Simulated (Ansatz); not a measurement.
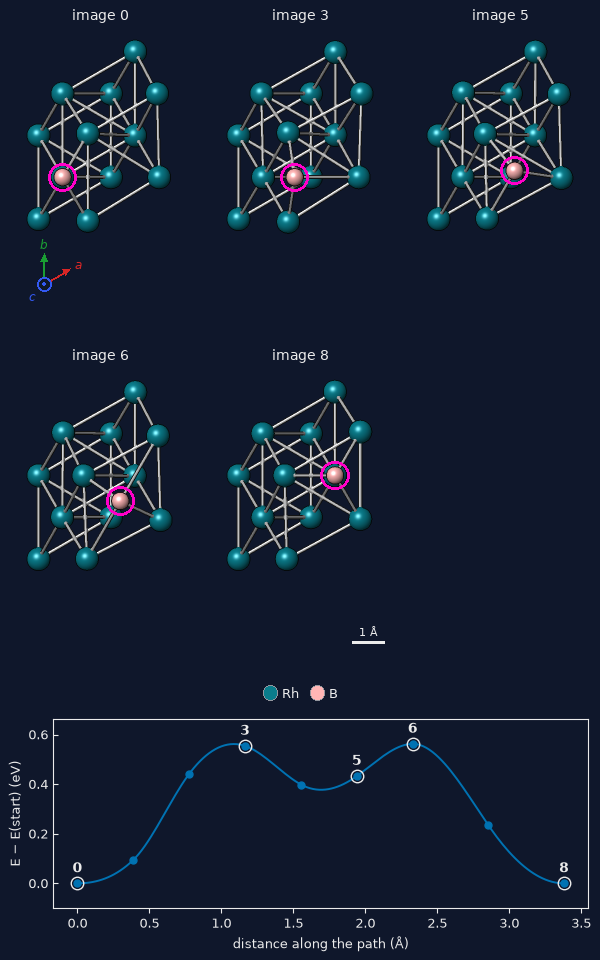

NEB run on B on Rh(111) (13 atoms in the cell). Images are numbered from 0 (start) to 8 (end). The picture is a ball-and-stick view of the simulation cell, with the vacuum cut short (origin moved), seen along the c axis. The moving atom is ringed, with any periodic copies. Bonds to atoms that aren't drawn are left out.

Level of theory: DFT LDA, scalar-relativistic, plane waves, PAW in Ansatz 0.2.0. Settings: plane-wave cutoff 420 eV; k-point mesh 4 × 4 × 1; Gaussian smearing 0.15 eV; 4 atoms held fixed; 7 movable images; climbing image; force threshold 0.05 eV/Å; iteration limit 68; starting path by straight interpolation.

Question: Describe the mechanism and the energy profile.

Answer: The adsorbate starts on a hollow site and hops by a lattice vector of the surface; other mechanisms, such as exchange with a surface atom, weren't searched. The path has more than one stage, and so few images may leave a stage unresolved. The B atom travels furthest, 2.69 Å from end to end, on a path that bends up to 0.71 Å away from the straight line. At the highest image its nearest neighbour (Rh) is 1.88 Å away, against 1.95 Å at the start, and the surrounding atoms stand up to 0.10 Å off the mean of their end positions. The two ends have the same energy, and the highest point, image 6, lies 0.56 eV above the start. The profile has 2 maxima (images 3, 6) with a dip at image 4 (+0.40 eV), so the process runs in steps. The band converged in 14 iterations. The largest component of the band force went from 23 to 0.014 eV/Å. The climbing image converged on the top of the path. A check of its curvatures found one unstable direction (−2.4 eV/Å²), as a transition state must have.

Limits of the set-up: the periodic images lie only 5.4 Å apart, so the values are limited by the cell's size.

Cost: 16 min on 4 threads of Intel(R) Xeon(R) Platinum 8488C (Sapphire Rapids), on a shared host, peak memory 4 GiB.
